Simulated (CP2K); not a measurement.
**AM1 run of C2H3F3 (1,1,2-trifluoroethane)**

What is the vertical singlet–triplet gap of C2H3F3 (1,1,2-trifluoroethane) at AM1? 

Program for the calculation: CP2K 2026.2.

7 further runs of the same task are left out: 4 that didn't finish, 3 set aside as unsound or not needed.

## 1. The system as given

C2H3F3 has 8 atoms, charge 0, and is taken as a singlet. As SMILES, `FCC(F)F`. The coordinates come from a PBE0-D4/def2-TZVP relaxation. This is one conformer, not always the lowest.

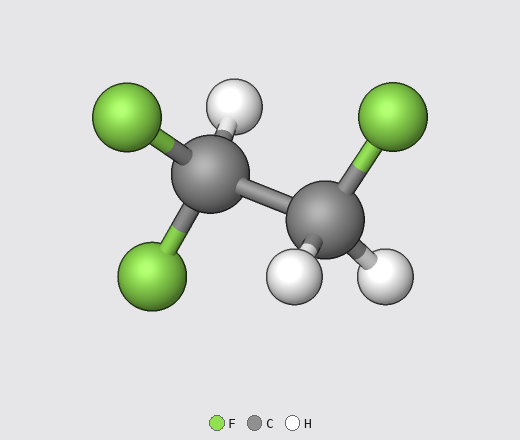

The structure, seen from a chosen angle (fluorine green, carbon grey, hydrogen white).

## 2. The energy at AM1

Contents of molecule.xyz:

```xyz
8

F     -1.142800    -0.681000     1.163100
C     -0.188200     0.195100     0.711800
C      0.172900    -0.152400    -0.711300
F      0.824200    -1.335800    -0.756500
F      1.011700     0.803600    -1.182200
H      0.701700     0.118900     1.342500
H     -0.588500     1.211500     0.747300
H     -0.698800    -0.217000    -1.370500
```

Contents of run.inp:

```
&GLOBAL
 PROJECT run
 RUN_TYPE ENERGY
 PRINT_LEVEL MEDIUM
&END GLOBAL

&FORCE_EVAL
 METHOD Quickstep
 &DFT
  CHARGE 0
  MULTIPLICITY 1
  &QS
   METHOD AM1
   EPS_DEFAULT 1.0E-10
   &SE
    &COULOMB
     CUTOFF [angstrom] 50
     RC_RANGE [angstrom] 0
    &END COULOMB
    &EXCHANGE
     CUTOFF [angstrom] 50
     RC_RANGE [angstrom] 0
    &END EXCHANGE
   &END SE
  &END QS
  &POISSON
   PERIODIC NONE
   POISSON_SOLVER ANALYTIC
  &END POISSON
  &SCF
   SCF_GUESS ATOMIC
   EPS_SCF 1.0E-06
   MAX_SCF 30
   &OT ON
    MINIMIZER DIIS
    PRECONDITIONER FULL_SINGLE_INVERSE
   &END OT
   &OUTER_SCF
    EPS_SCF 1.0E-06
    MAX_SCF 10
   &END OUTER_SCF
  &END SCF
  &PRINT
   &MOMENTS
    PERIODIC F
    REFERENCE COM
    MAX_MOMENT 1
   &END MOMENTS
   &MO_CUBES
    NLUMO 3
    NHOMO -1
    WRITE_CUBE F
   &END MO_CUBES
   &HIRSHFELD OFF
   &END HIRSHFELD
  &END PRINT
 &END DFT
 &SUBSYS
  &CELL
   ABC [angstrom] 14.2 14.5 14.7
   PERIODIC NONE
  &END CELL
  &TOPOLOGY
   COORD_FILE_NAME molecule.xyz
   COORD_FILE_FORMAT XYZ
   &CENTER_COORDINATES
   &END CENTER_COORDINATES
  &END TOPOLOGY
 &END SUBSYS
&END FORCE_EVAL
```

Command:

```console
$ OMP_NUM_THREADS=1 cp2k.psmp run.inp > run.out
```

Standard output:

```text
CP2K| version string:                                       CP2K version 2026.2
[...]
 GLOBAL| Method name                                                        CP2K
[...]
 GLOBAL| Run type                                                         ENERGY
[...]
                             - Atoms:                                          8
[...]
                             - Spherical basis functions:                     23
[...]
 Number of electrons:                                                         32
[...]
     1 OT DIIS     0.80E-01    0.0     0.36773779       -58.1744324855 -5.82E+01
[...]
    19 OT DIIS     0.80E-01    0.0     0.00000058       -64.4462307214 -6.10E-11
  *** SCF run converged in    19 steps ***
  Core-core repulsion energy [eV]:                           2640.26674674447258
  Core Hamiltonian energy [eV]:                             -2907.57470112650208
  Two-electron integral energy [eV]:                        -2972.72633577306533
  Electronic energy [eV]:                                   -4393.93786901303429
  Total energy [eV]:                                        -1753.67112226856170
  Atomic reference energy [eV]:                              1746.74911310543757
  Heat of formation [kcal/mol]:                              -159.62533604615047
[...]
 SE_DIPOLE| Moment [Debye]          0.64953967      -1.28170658      -0.18733604
 SE_DIPOLE| Derivative [a.u.]       0.00000000       0.00000000       0.00000000
 *** WARNING in qs_scf_post_se.F:140 :: Printing of MO cube files not ***
 *** implemented for Semi-Empirical method.                           ***
 ENERGY| Total FORCE_EVAL ( QS ) energy [hartree]            -64.446230721413059
[...]
```

Run time: 0.48 s. Hardware: 1 thread of Arm Neoverse V2, shared host.

## 3. The triplet at the same level

molecule.xyz is that of step 2.

Contents of run.inp:

```
&GLOBAL
  PROJECT run
  RUN_TYPE ENERGY
  PRINT_LEVEL MEDIUM
&END GLOBAL

&FORCE_EVAL
  METHOD QS
  &DFT
    MULTIPLICITY 3
    UNRESTRICTED_KOHN_SHAM T
    &QS
      METHOD AM1
      EPS_DEFAULT 1.0E-10
      &SE
        &COULOMB
          CUTOFF [angstrom] 50
          RC_RANGE [angstrom] 0
        &END COULOMB
        &EXCHANGE
          CUTOFF [angstrom] 50
          RC_RANGE [angstrom] 0
        &END EXCHANGE
      &END SE
    &END QS
    &POISSON
      PERIODIC NONE
      POISSON_SOLVER ANALYTIC
    &END POISSON
    &SCF
      SCF_GUESS ATOMIC
      EPS_SCF 1.0E-06
      MAX_SCF 30
      &OT
        MINIMIZER DIIS
        PRECONDITIONER FULL_SINGLE_INVERSE
      &END OT
      &OUTER_SCF
        EPS_SCF 1.0E-06
        MAX_SCF 10
      &END OUTER_SCF
    &END SCF
    &PRINT
      &MOMENTS
        PERIODIC F
        REFERENCE COM
        MAX_MOMENT 1
      &END MOMENTS
      &MO_CUBES
        NLUMO 3
        NHOMO -1
        WRITE_CUBE F
      &END MO_CUBES
      &HIRSHFELD OFF
      &END HIRSHFELD
    &END PRINT
  &END DFT
  &SUBSYS
    &CELL
      ABC 14.2 14.5 14.7
      PERIODIC NONE
    &END CELL
    &TOPOLOGY
      COORD_FILE_NAME molecule.xyz
      COORD_FILE_FORMAT XYZ
      &CENTER_COORDINATES
      &END CENTER_COORDINATES
    &END TOPOLOGY
  &END SUBSYS
&END FORCE_EVAL
```

Command:

```console
$ OMP_NUM_THREADS=1 cp2k.psmp -i run.inp > run.out 2>&1
```

Standard output:

```text
CP2K| version string:                                       CP2K version 2026.2
[...]
 GLOBAL| Method name                                                        CP2K
[...]
 GLOBAL| Run type                                                         ENERGY
[...]
                             - Atoms:                                          8
[...]
                             - Spherical basis functions:                     23
[...]
 Number of electrons:                                                         17
[...]
     1 OT DIIS     0.80E-01    0.0     0.18796334       -58.3335565675 -5.83E+01
[...]
     4 OT DIIS     0.80E-01    0.0     0.00000091       -64.2401890877 -5.14E-10
  *** SCF run converged in     4 steps ***
  Core-core repulsion energy [eV]:                           2640.26674674447258
  Core Hamiltonian energy [eV]:                             -2882.82589441226628
  Two-electron integral energy [eV]:                        -3011.01059322945957
  Electronic energy [eV]:                                   -4388.33119102699584
  Total energy [eV]:                                        -1748.06444428252348
  Atomic reference energy [eV]:                              1746.74911310543757
  Heat of formation [kcal/mol]:                               -30.33225992719249
[...]
 SE_DIPOLE| Moment [Debye]          1.75033642      -0.57647270      -1.21215896
 SE_DIPOLE| Derivative [a.u.]       0.00000000       0.00000000       0.00000000
 *** WARNING in qs_scf_post_se.F:140 :: Printing of MO cube files not ***
 *** implemented for Semi-Empirical method.                           ***
 ENERGY| Total FORCE_EVAL ( QS ) energy [hartree]            -64.240189087676470
[...]
```

It took 1.2 s on 1 thread of Arm Neoverse V2, shared host.

## 4. Results

At AM1:

| quantity | value |
| --- | --- |
| singlet: total energy | -64.44623 Eh |
| singlet: dipole moment | 1.45 D |
| singlet: heat of formation | -159.6 kcal/mol |
| triplet: total energy | -64.24019 Eh |
| triplet: dipole moment | 2.21 D |
| triplet: heat of formation | -30.3 kcal/mol |
| vertical energy of the triplet above the singlet | 5.607 eV |

**Reading.** At this shape the triplet lies 5.61 eV (129 kcal/mol) above the singlet.
